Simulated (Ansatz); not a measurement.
Fields on a plane of AlN (wurtzite)

```xyz
4
Lattice="3.1303 0.0000 0.0000 -1.5651 2.7109 0.0000 0.0000 0.0000 5.0180" Properties=species:S:1:pos:R:3 pbc="T T T"
Al     1.5651     0.9036     0.0169
Al     0.0000     1.8073     2.5259
N      1.5651     0.9036     3.1203
N      0.0000     1.8073     0.6113
```

The slice is a (-1 1 0 2) plane (indices of the conventional cell) through the point (0.333, 0.667, 0.122) (fractional), spanned by u = [110] and v = [1 -1 1] in vectors of this cell: u (3.13 Å) and v (7.39 Å, at 90° to u). It covers one period; positions are fractions (u, v).

Atoms on it: Al at (0.50, 0.86), 0.2 Å off the plane; N at (0.00, 0.00). Other atoms lie within 1 Å of the plane.

These are PBE (plane waves to 420 eV, PAW, scalar-relativistic; Ansatz, a quantum-chemistry and plane-wave program) values and carry that method's errors. k mesh 12×12×7. Near the nuclei the fields are pseudised (PAW); where an atom keeps semicore shells as valence, they peak there. AlN was relaxed with its symmetry unable to fall.

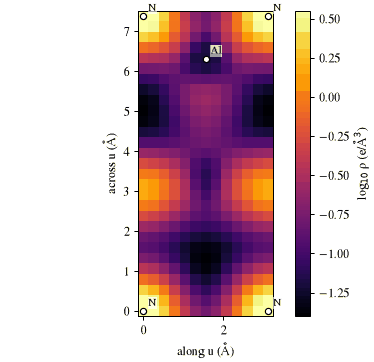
Log₁₀ of the valence density in e/Å³, one period of the plane, atoms marked. The scale is logarithmic, as a density can span decades between atoms and voids.

| v \ u | 0.00 | 0.08 | 0.17 | 0.25 | 0.33 | 0.42 | 0.50 | 0.58 | 0.67 | 0.75 | 0.83 | 0.92 |
|---|---|---|---|---|---|---|---|---|---|---|---|---|
| 0.86 | 0.68 | 0.69 | 0.67 | 0.45 | 0.04 | x | x | x | 0.04 | 0.45 | 0.67 | 0.69 |
| 0.71 | 0.03 | 0.04 | 0.10 | 0.19 | 0.32 | 0.43 | 0.47 | 0.43 | 0.32 | 0.19 | 0.10 | 0.04 |
| 0.57 | 0.22 | 0.19 | 0.14 | 0.13 | 0.15 | 0.21 | 0.25 | 0.21 | 0.15 | 0.13 | 0.14 | 0.19 |
| 0.43 | 0.81 | 0.84 | 0.87 | 0.86 | 0.61 | 0.04 | 0.01 | 0.04 | 0.61 | 0.86 | 0.87 | 0.84 |
| 0.29 | 0.48 | 0.46 | 0.40 | 0.29 | 0.18 | 0.11 | 0.09 | 0.11 | 0.18 | 0.29 | 0.40 | 0.46 |
| 0.14 | 0.65 | 0.62 | 0.49 | 0.30 | 0.12 | 0.04 | 0.03 | 0.04 | 0.12 | 0.30 | 0.49 | 0.62 |
| 0.00 | x | x | 0.77 | 0.83 | 0.72 | 0.36 | 0.16 | 0.36 | 0.72 | 0.83 | 0.77 | x |

Values: electron localisation function (ELF). Points within 0.4 Å of a nucleus are blanked (x), as the pseudised field means little there.
